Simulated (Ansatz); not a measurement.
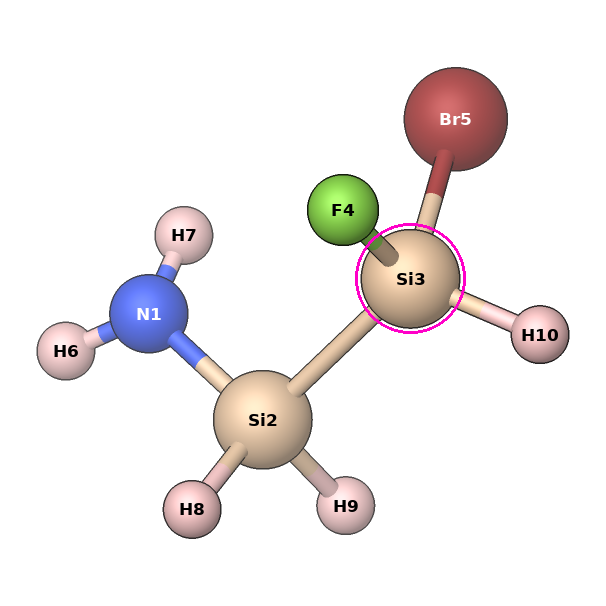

Depth is shown by fading: the farther an atom, the more it takes the colour of the background. Circles mark the stereogenic atoms. Computed geometry: PBE-D4/def2-SVP optimisation. No frequency run is at hand to confirm it as a minimum.

### What are the Cahn–Ingold–Prelog descriptors?

Si3: S (priorities Br5 > Si2 > F4 > H10).

### Write the isomeric SMILES.

N[SiH2][Si@H](F)Br
